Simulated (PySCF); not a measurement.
```xyz
16

N     2.6185    0.1387    0.6386
C     1.5079   -0.1811   -0.1411
C     0.1679    0.2879    0.2094
C    -0.7142    0.6831   -1.0109
Si   -2.2275   -0.2120   -0.2667
C    -0.7836   -0.7896    0.8343
H     2.5399    1.0259    1.1176
H     3.5089    0.0250    0.1743
H     1.6289   -1.0184   -0.8070
H     0.2448    1.1327    0.8997
H    -0.3400    0.2198   -1.9229
H    -0.7581    1.7559   -1.1877
H    -2.8993   -1.2110   -1.0961
H    -3.2006    0.6641    0.3876
H    -0.8683   -0.7181    1.9164
H    -0.4326   -1.7942    0.6023
```

Geometry: GFN2-xTB.

Computed with PySCF 2.14.0, density-fitted response routines, UKS B3LYP, pcH-1 on C H N Si, non-relativistic, mean-field spin-orbit, GIAO.

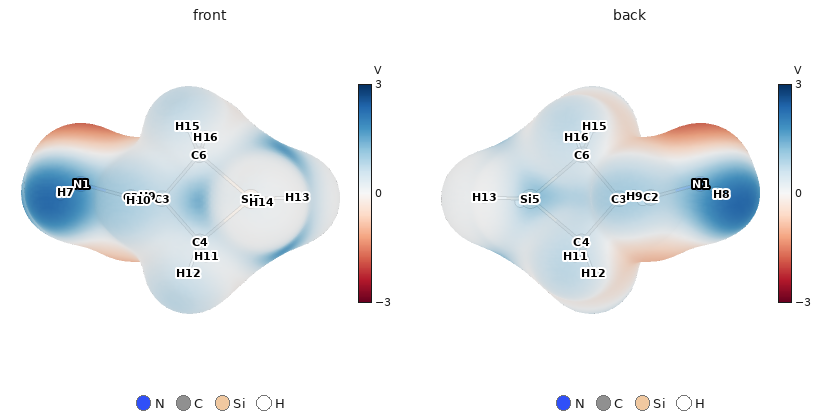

C4H10NSi (SMILES N[CH]C1C[SiH2]C1) (doublet). The molecular electrostatic potential painted on the density surface at 0.004 e/bohr³, seen from the front and from behind; red is negative and blue positive.

Question: Which sites attract a positive test charge, and which a negative one?

Answer: A positive charge is drawn to the negative regions and a negative charge to the positive ones. The most negative region (about −1.6 V, or −37 kcal/mol for a unit charge) lies over N1, the most positive (about +2.3 V, or +53 kcal/mol for a unit charge) over H7 and H8. N1 is the likeliest acceptor of a hydrogen bond.
